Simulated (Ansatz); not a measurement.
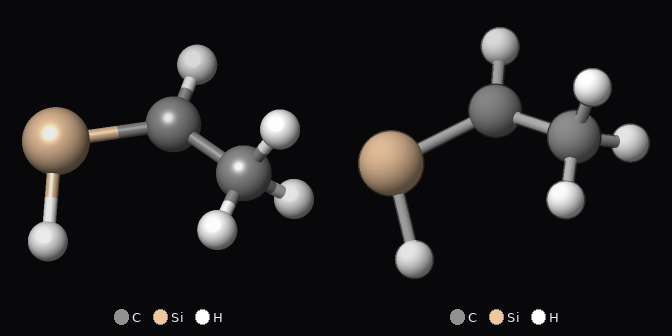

The same structure drawn twice, from different directions.

Charge 0, doublet. The geometry was computed by an optimisation with PBE0-D4/def2-TZVP. No frequency run is at hand to confirm it as a minimum.

> What is the molecular formula?

C2H5Si, 8 atoms: 2 carbon, 5 hydrogen and 1 silicon.

> Give the symmetry (Schoenflies symbol).

C1.

More results for the same structure follow; atom numbers are the same in all pictures, views and colours differ.

### Geometry

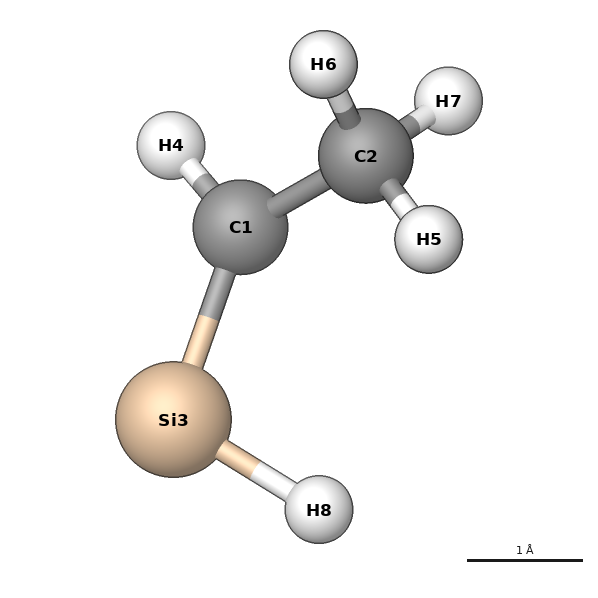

Numbered structure. No frequency run is at hand to confirm it as a minimum.

Estimate the angles C2–C1–Si3, C2–C1–H4, Si3–C1–H4, C1–C2–H5, C1–C2–H6, C1–C2–H7, H5–C2–H6, H5–C2–H7, H6–C2–H7, C1–Si3–H8.

```tsv
angle	degrees
C2–C1–Si3	125.3
C2–C1–H4	114.3
Si3–C1–H4	118.9
C1–C2–H5	112.7
C1–C2–H6	112.3
C1–C2–H7	109.1
H5–C2–H6	108.7
H5–C2–H7	107.7
H6–C2–H7	106.1
C1–Si3–H8	103.3
```

### Dipole moment

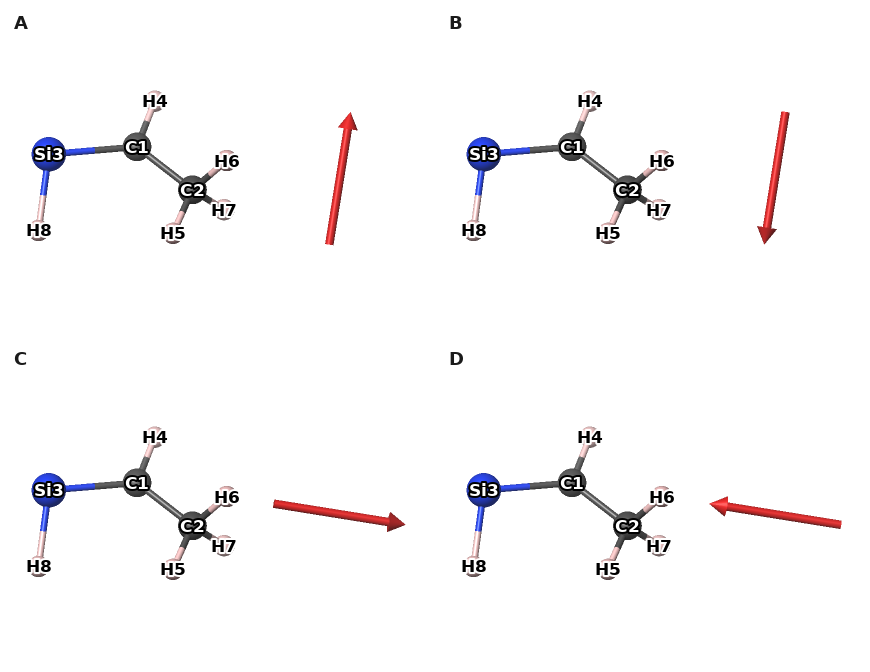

The same molecule four times, each with an arrow. No frequency run is at hand to confirm it as a minimum. Level of theory: UKS PBE0-D4/def2-TZVP (Ansatz 0.2.0).

> Which arrow points along the dipole moment, from the negative to the positive end?

C. The dipole moment is 1.36 D; it points from the side of Si3, H8 to the side of H7 (the outermost atoms at the two ends).

### Electronic properties

No frequency run is at hand to confirm it as a minimum. Method: UKS PBE0-D4/def2-TZVPP (Ansatz 0.2.0).

Predict the main results.

- HOMO energy (Kohn–Sham orbital): −6.32 eV
- ⟨S²⟩ of the determinant: 0.830
- dispersion correction: −11.2 kJ/mol

### Charges

The questions are on Mulliken charges. No frequency run is at hand to confirm it as a minimum. Properties computed with UKS PBE0-D4/def2-TZVP (Ansatz 0.2.0).

> Which atom carries the highest charge (most positive or least negative)?

H6, H7 (0.14 e).

> And the lowest?

C2 (−0.33 e).

List the Mulliken charges.

```
atom  value (e)
  C1      −0.22
  C2      −0.33
 Si3       0.03
  H4       0.13
  H5       0.13
  H6       0.14
  H7       0.14
  H8      −0.01
```

Mulliken values depend strongly on the basis set and can even reverse the polarity of a bond.
